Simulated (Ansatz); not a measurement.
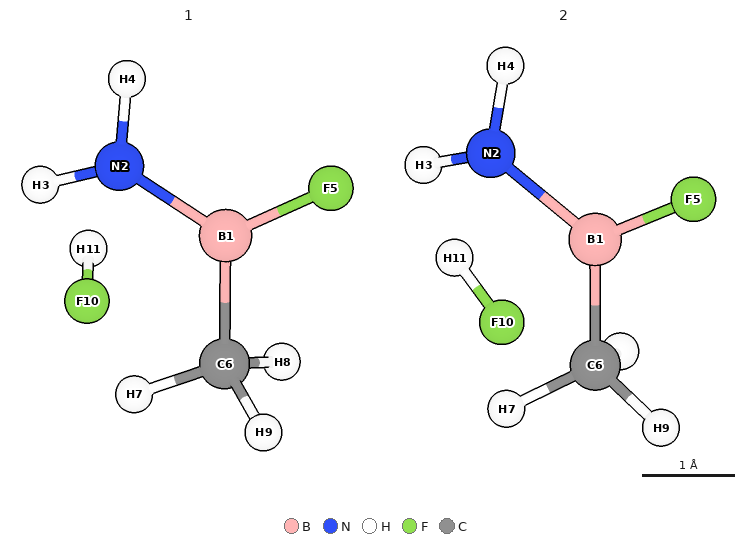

Two geometries of CH$_{6}$BF$_{2}$N, drawn at one scale. One is the start of a relaxation, the other its converged end. The picture is a ball-and-stick view, seen from a free direction.

All numbers below come from Ansatz 0.2.0, RHF/6-31G*. Settings: no spin polarisation; force threshold 0.03 eV/Å; at most 50 steps.

### Which geometry has the lower energy?

Structure 1 is the relaxed one. The run prepares an end point of a later path (reaction) calculation, from a guessed geometry. The energy falls by 19.6 kJ/mol in 17 accepted moves (19 points after the start). Largest force component: 2 eV/Å at the start, 0.029 eV/Å at the end. The line search rejected the trial steps at points 4, 15 of the run. The forces were under the threshold at step 12, but the run went on from there. The atom that moves furthest after the best rigid fit is F10 (0.65 Å). By element the largest moves are F 0.65 Å, H 0.47 Å, B 0.20 Å, N 0.20 Å, C 0.14 Å. Near-neighbour distances that change, for instance: B1–N2 1.485 → 1.418 Å, C6–H9 1.084 → 1.088 Å. Groups turn about B1–C6 by about 35°.

Limits of the set-up: the start holds two separate molecules, 2.3 Å apart at their closest, whose relative position is a soft coordinate and is computed without a dispersion correction; Hartree-Fock leaves out electron correlation.
